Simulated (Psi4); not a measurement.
# PBE0/6-31G(d) (density fitting with cc-pvqz-jkfit, spherical functions, sweep point 5) run of COF2 (carbonyl fluoride)

What is the vertical electron affinity of COF2 (carbonyl fluoride) at PBE0/6-31G* (density fitting with cc-pvqz-jkfit, spherical functions, sweep point 5)? 

Program for the calculation: Psi4 1.11.

2 further runs of the same task are left out: 2 set aside as unsound or not needed.

**1. Starting point**

COF2 has 4 atoms, charge 0, and is taken as a singlet. SMILES: `O=C(F)F`. The coordinates come from a PBE0-D4/def2-TZVP relaxation.

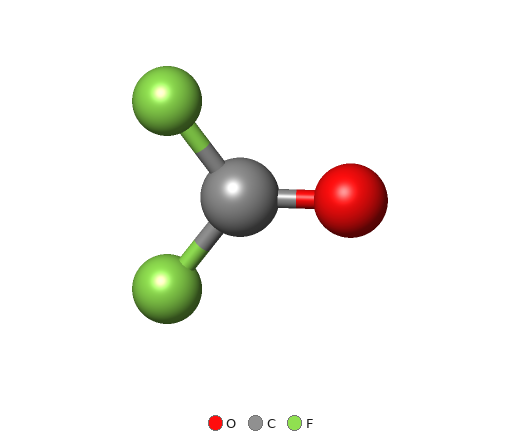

The structure, seen from a chosen angle (oxygen red, carbon grey, fluorine green).

**2. A single-point energy at PBE0/6-31G(d) (density fitting with cc-pvqz-jkfit, spherical functions, sweep point 5)**

input.in

```
memory 1600 MB

molecule molecule1 {
  O     -2.34828707    -0.29744289     0.29084775
  C     -0.17353355    -0.02197751     0.02148619
  F      1.59774454    -1.56217990     0.80250999
  F      0.92405718     1.88160030    -1.11486282
  units au
  symmetry c1
}

set basis 6-31G*
set puream true
set scf_type df
set dft_radial_points 99
set dft_spherical_points 590
set df_basis_scf cc-pvqz-jkfit

e, wfn = energy("pbe0", return_wfn=True)
```

Command:

```
$ psi4 input.in input.out -n 1
```

input.out, shortened:

```text
[...]
  Running in c1 symmetry.
[...]
  Nuclear repulsion =  120.136422958684221
[...]
  Multiplicity = 1
[...]
  Nalpha       = 16
  Nbeta        = 16
[...]
    Number of basis functions: 56
[...]
   @DF-RKS iter   1:  -312.56411819500539   -9.90189e-02   1.10467e-02 ADIIS/DIIS
[...]
   @DF-RKS iter   8:  -312.70263805519551   -1.62269e-08   2.96285e-07 DIIS
[...]
    Orbital Energies [Eh]
    ---------------------
    Doubly Occupied:
       1A    -24.853214     2A    -24.853181     3A    -19.267989
       4A    -10.489530     5A     -1.370388     6A     -1.296292
       7A     -1.141509     8A     -0.711112     9A     -0.639976
      10A     -0.592393    11A     -0.560973    12A     -0.491138
      13A     -0.484893    14A     -0.470345    15A     -0.409968
      16A     -0.365730
[...]
  @DF-RKS Final Energy:  -312.70263805519551
   => Energetics <=
    Nuclear Repulsion Energy =            120.1364229586842214
    One-Electron Energy =                -670.9581038710908842
    Two-Electron Energy =                 264.3869145969151759
    DFT Exchange-Correlation Energy =     -26.2678717397040131
    Empirical Dispersion Energy =           0.0000000000000000
    VV10 Nonlocal Energy =                  0.0000000000000000
    Total Energy =                       -312.7026380551955071
[...]
 Multipole Moments:
 ------------------------------------------------------------------------------------
     Multipole            Electronic (a.u.)      Nuclear  (a.u.)        Total (a.u.)
 ------------------------------------------------------------------------------------
 L = 1.  Multiply by 2.5417464519 to convert [e a0] to [Debye]
 Dipole X            :          1.5997315           -1.1401014            0.4596301
 Dipole Y            :          0.2026352           -0.1444089            0.0582263
 Dipole Z            :         -0.1981429            0.1412094           -0.0569335
 Magnitude           :                                                    0.4667886
[...]
```

Run time: 8.4 s. Hardware: 1 thread of Intel Xeon at 2.70GHz, shared host; peak memory 0.56 GiB.

**3. The doublet anion at the same level**

calc.dat

```
memory 1.6 GB

molecule mol {
  -1 2
  O     -2.34828707    -0.29744289     0.29084775
  C     -0.17353355    -0.02197751     0.02148619
  F      1.59774454    -1.56217990     0.80250999
  F      0.92405718     1.88160030    -1.11486282
  units au
  symmetry c1
}

set globals {
  basis                6-31G*
  reference            uks
  puream               true
  scf_type             df
  dft_radial_points    99
  dft_spherical_points 590
  df_basis_scf         cc-pvqz-jkfit
  maxiter              100
}

e, wfn = energy("pbe0", return_wfn=True)
```

Command:

```
$ psi4 calc.dat calc.out -n 1
```

calc.out, shortened:

```text
[...]
  Running in c1 symmetry.
[...]
  Nuclear repulsion =  120.136422958684221
[...]
  Multiplicity = 2
[...]
  Nalpha       = 17
  Nbeta        = 16
[...]
    Number of basis functions: 56
[...]
   @DF-UKS iter   1:  -312.40326561525109    6.18336e-02   1.24693e-02 DIIS/ADIIS
[...]
   @DF-UKS iter   8:  -312.58527541688647   -7.96819e-08   7.36752e-07 DIIS
[...]
   @S^2 Observed:                7.533004464E-01
[...]
    Orbital Energies [Eh]
    ---------------------
    Alpha Occupied:
       1A    -24.514704     2A    -24.514675     3A    -18.872899
       4A    -10.043672     5A     -1.033583     6A     -0.965795
       7A     -0.766551     8A     -0.386267     9A     -0.308398
      10A     -0.271171    11A     -0.230584    12A     -0.180815
      13A     -0.152108    14A     -0.143693    15A     -0.081592
      16A     -0.015218    17A      0.236025
    Alpha Virtual:
      18A      0.427669    19A      0.613994    20A      0.659541
      21A      0.785411    22A      0.804192    23A      0.812869
      24A      1.032839    25A      1.174830    26A      1.277837
[...]
  @DF-UKS Final Energy:  -312.58527541688647
   => Energetics <=
    Nuclear Repulsion Energy =            120.1364229586842214
    One-Electron Energy =                -681.9420535770686911
    Two-Electron Energy =                 275.8562015875991165
    DFT Exchange-Correlation Energy =     -26.6358463861010826
    Empirical Dispersion Energy =           0.0000000000000000
    VV10 Nonlocal Energy =                  0.0000000000000000
    Total Energy =                       -312.5852754168864749
[...]
 Multipole Moments:
 ------------------------------------------------------------------------------------
     Multipole            Electronic (a.u.)      Nuclear  (a.u.)        Total (a.u.)
 ------------------------------------------------------------------------------------
 L = 1.  Multiply by 2.5417464519 to convert [e a0] to [Debye]
 Dipole X            :          2.1857117           -1.1401014            1.0456104
 Dipole Y            :          0.2768579           -0.1444089            0.1324490
 Dipole Z            :         -0.2707190            0.1412094           -0.1295096
 Magnitude           :                                                    1.0618929
[...]
```

Run time: 9.3 s. Hardware: 1 thread of Intel Xeon at 2.70GHz, shared host; peak memory 0.56 GiB.

**4. Summary of results**

At PBE0/6-31G* (density fitting with cc-pvqz-jkfit, spherical functions, sweep point 5):

```
                                         quantity          value
                       singlet COF2: total energy  -312.70264 Eh
                      singlet COF2: dipole moment         1.19 D
                        singlet COF2: HOMO energy       -9.95 eV
                        singlet COF2: LUMO energy        0.02 eV
                      singlet COF2: HOMO–LUMO gap        9.98 eV
                      doublet anion: total energy  -312.58528 Eh
doublet anion: HOMO energy (highest over α and β)        6.42 eV
 doublet anion: LUMO energy (lowest over α and β)       11.01 eV
                              doublet anion: ⟨S²⟩          0.753
vertical electron affinity (to the doublet anion)      -3.194 eV
```

In words: The anion lies 3.19 eV (74 kcal/mol) above the neutral: the electron isn't bound at this level, and such a value depends on the basis. Without diffuse functions anions come out too high. The HOMO (doublet anion) lies at positive energy, 6.42 eV; only total energies tell whether the electron is bound.
